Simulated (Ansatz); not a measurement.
Band structure of a (001) slab of W (cut from a parent of space group no. 229; 8 atoms in the cell).

```yaml
crystal:
  lattice:
    - [3.17032, 0.00000, 0.00000]
    - [0.00000, 3.17032, 0.00000]
    - [0.00000, 0.00000, 23.09610]
  atoms:
    - { symbol: W, position: [0.00000, 0.00000, 0.32842] }
    - { symbol: W, position: [0.50000, 0.50000, 0.25978] }
    - { symbol: W, position: [0.00000, 0.00000, 0.46569] }
    - { symbol: W, position: [0.50000, 0.50000, 0.39705] }
    - { symbol: W, position: [0.00000, 0.00000, 0.60295] }
    - { symbol: W, position: [0.50000, 0.50000, 0.53431] }
    - { symbol: W, position: [0.00000, 0.00000, 0.74022] }
    - { symbol: W, position: [0.50000, 0.50000, 0.67158] }
```

Computed with LDA (PW92), harder PAW files (source: ansatz) made with PBE (plane waves; Ansatz, a first-principles code).

Settings: basis.ecutwfc = 760 eV; kpoints.mp_grid.grid = 5 5 1; hamiltonian.xc = lda; hamiltonian.pseudopotentials = {kind: paw, source: ansatz}; scf.occupations.method = fermi_dirac; scf.occupations.width = 0.1 eV; kpoints.band_path.path = [[0.5, 0.5, 0.0], [0.0, 0.0, 0.0], [0.0, 0.5, 0.0], [0.5, 0.5, 0.0]]; kpoints.band_path.npoints = 16.

The starting cell comes from a database of computed structures (which also holds hypothetical and non-ambient phases and stackings), without a prior relaxation at this level. The slab is cut from that crystal, and its faces are unrelaxed. Spin-orbit coupling is off. Spin polarisation is off.

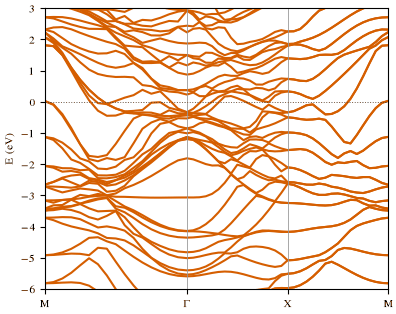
Figure. Bands along the path, energies from the Fermi level.

Levels in eV from the Fermi level, bands 109 to 116:
| point | 109 | 110 | 111 | 112 | 113 | 114 | 115 | 116 |
|---|---|---|---|---|---|---|---|---|
| M | 0.03 | 0.03 | 1.81 | 1.81 | 2.08 | 2.08 | 2.23 | 2.23 |
| Γ | -0.53 | -0.43 | -0.38 | -0.38 | -0.33 | -0.33 | 0.23 | 0.37 |
| X | -0.50 | -0.50 | -0.34 | -0.34 | 0.33 | 0.33 | 0.74 | 0.74 |

Bands cross the Fermi level along this path, so the cell is metallic at this level.

Keys are those of Ansatz 0.2.
